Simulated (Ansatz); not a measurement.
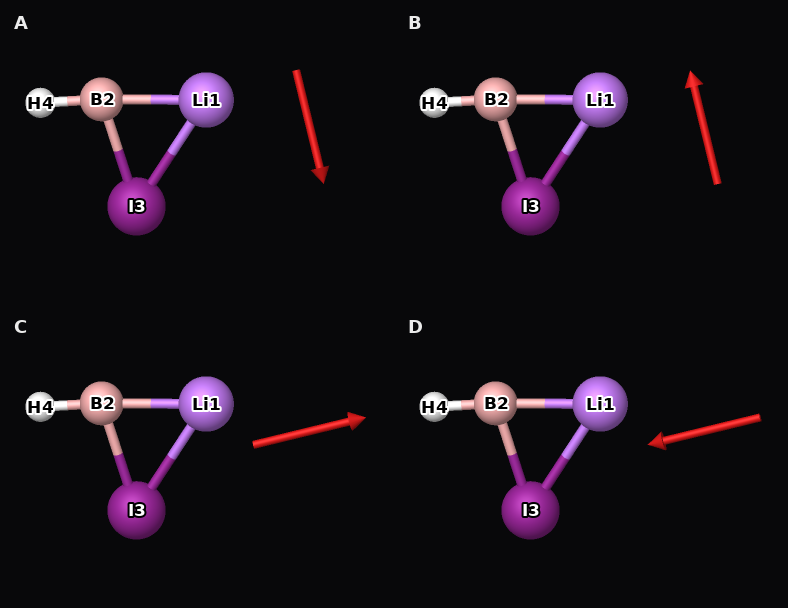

The same molecule four times, each with an arrow. The computed structure is the end point of a PBE-D4/def2-SVP optimisation. No frequency run is at hand to confirm it as a minimum. Properties computed with RKS PBE-D4/def2-SVP, core potentials on I (Ansatz 0.2.0).

Which arrow points along the dipole moment, from the negative to the positive end?

Answer. C. The dipole moment is 4.18 D; it points from the side of H4 to the side of Li1 (the outermost atoms at the two ends).
